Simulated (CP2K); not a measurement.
Consider cyclohexene at its PBE geometry (Å).

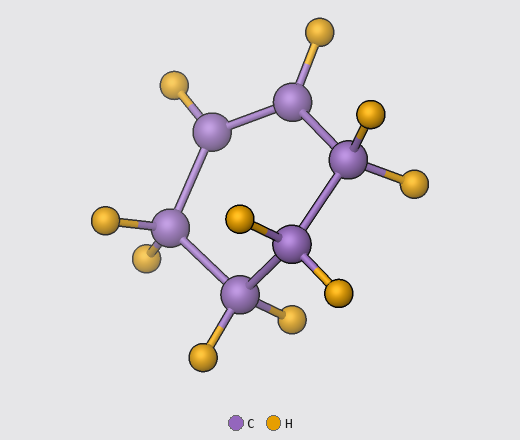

The molecule (carbon purple, hydrogen orange).

```xyz
16

C    -0.8123   -0.3225   -1.0066
C    -0.0672   -1.3250   -0.1181
C     1.2597   -0.7376    0.3818
C     1.1073    0.6853    0.8528
C     0.0255    1.4364    0.5982
C    -1.1387    0.9611   -0.2317
H    -0.1787   -0.0695   -1.8726
H    -1.7332   -0.7685   -1.4098
H    -0.7001   -1.5766    0.7487
H     0.1124   -2.2652   -0.6598
H     1.6633   -1.3546    1.2009
H     2.0223   -0.7825   -0.4171
H     1.9269    1.1089    1.4390
H    -0.0284    2.4516    1.0001
H    -1.4437    1.7590   -0.9281
H    -2.0152    0.7997    0.4223
```

Method: CP2K XAS_TDP, all-electron GAPW, PBEh(45%), aug-cc-pVDZ, TDA, no relativity.

Predict the bright core excitations at the C K edge.

Leading lines: C1 283.67 eV, C3 283.73 eV and C4 281.32 eV. The leading line of an atom is its first one with 35 % of the strongest within 2.5 eV of its lowest line over the strength cut. 

The first six lines of each atom with a strength over 0.0015:

| atom | energy (eV) | states | strength, one atom |
| --- | --- | --- | --- |
| C1 (bonded to 2 C and 2 H), 2 alike | 283.67 | 1 | 0.0085 |
|  | 284.26 | 1 | 0.0169 |
|  | 284.62 | 1 | 0.0020 |
|  | 284.80 | 1 | 0.0016 |
|  | 285.34 | 1 | 0.0052 |
|  | 286.25 | 1 | 0.0072 |
| C3 (bonded to 2 C and 2 H), 2 alike | 283.73 | 1 | 0.0084 |
|  | 284.01 | 1 | 0.0050 |
|  | 284.43 | 1 | 0.0139 |
|  | 284.91 | 1 | 0.0018 |
|  | 285.49 | 1 | 0.0035 |
|  | 285.57 | 1 | 0.0020 |
| C4 (bonded to 2 C and H), 2 alike | 281.32 | 1 | 0.0529 |
|  | 283.86 | 1 | 0.0089 |
|  | 284.77 | 1 | 0.0037 |
|  | 286.41 | 1 | 0.0029 |
|  | 286.55 | 1 | 0.0080 |
|  | 286.81 | 1 | 0.0026 |

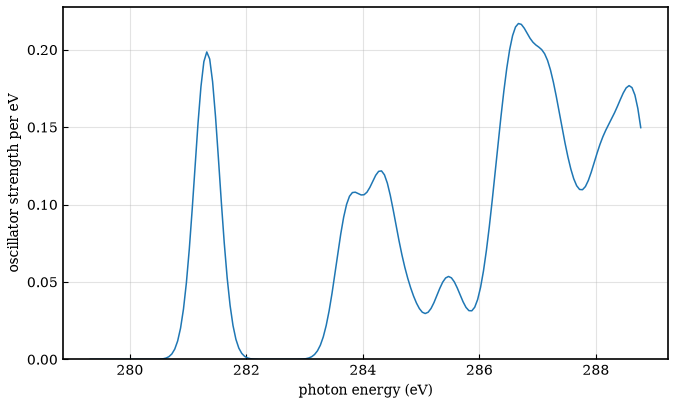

All atoms added, broadened by 0.5 eV.

Lines are vertical, at one geometry, with no vibrational structure. Without a correction of the core level, line positions, and the gaps between valence and Rydberg lines, follow the share of exact exchange. At this level such K lines come out 3 to 6 eV under measured ones. These values hold no scalar relativity, about 0.1 eV for C 1s. Rydberg lines, and the discretised continuum above threshold, depend on the basis and the box.

[Banner, clock and machine lines of the logs are left out without a mark of their own.]

[Logs are printed without paths, hosts, clocks, repeated set-up lines and the standing remarks that a program may print on its own settings, such as how far it seeks lower states.]

[Hosts, paths, dates, database ids (printed as entryN), source tags and the programs' standing remarks are cut or masked in the printed files.]
